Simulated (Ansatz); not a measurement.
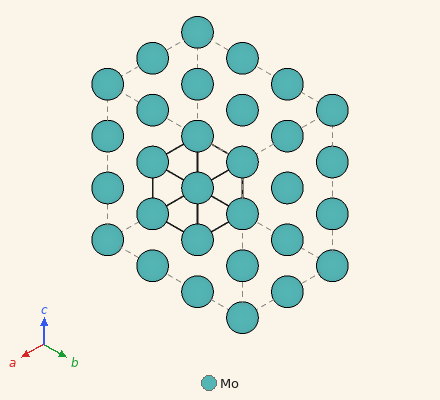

The structure, seen along [111]; the drawing may span several cells.

Given this structure, the input geometry of an electronic-structure calculation (not necessarily at equilibrium), written in its standard cell:

```
Mo
1.0
     3.16014    0.00000    0.00000
     0.00000    3.16014    0.00000
     0.00000    0.00000    3.16014
Mo
2
Cartesian
  0.0000 0.0000 0.0000
  1.5801 1.5801 1.5801
```

Question: What does the kinematic electron diffraction pattern along [111] look like at 300 kV (B = 0.8 Å²)?

Answer: The spots form a hexagonal net with both shortest vectors at d = 2.23 Å, 60.0° apart. They are -1 1 0 and -1 0 1. The pattern has symmetry 6mm. No reflection of this zone is absent.

Strongest reflections with d > 0.80 Å, one of each family (|F|² from tabulated Gaussian fits of the electron scattering factors, times a small damping for the curvature of the Ewald sphere):

| hkl | d (Å) | I (strongest = 100) |
| --- | --- | --- |
| 1 0 -1 | 2.235 | 100 |
| 2 -1 -1 | 1.290 | 27 |
| 2 0 -2 | 1.117 | 17 |
| 3 -1 -2 | 0.845 | 6 |

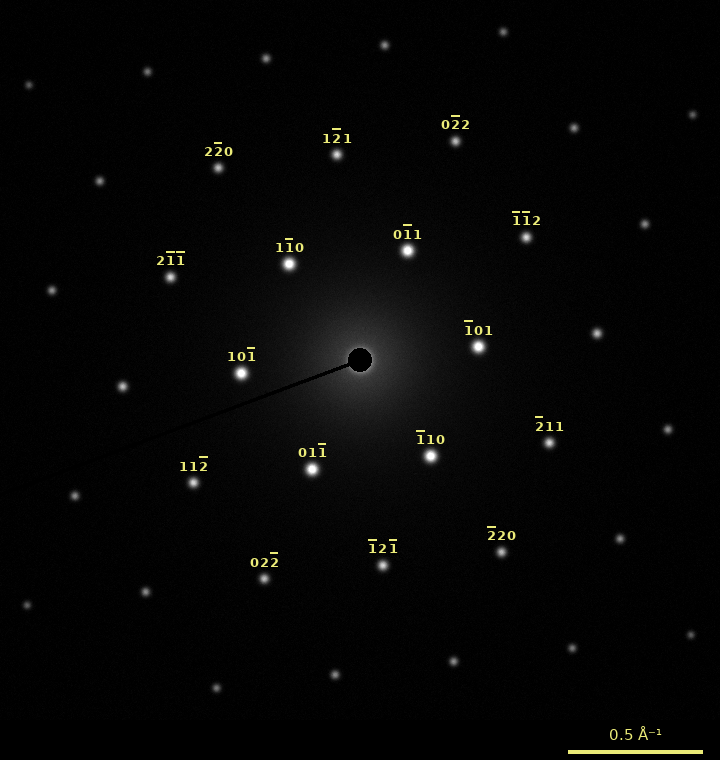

Calculated pattern, seen from the source side with [111] pointing towards the source.
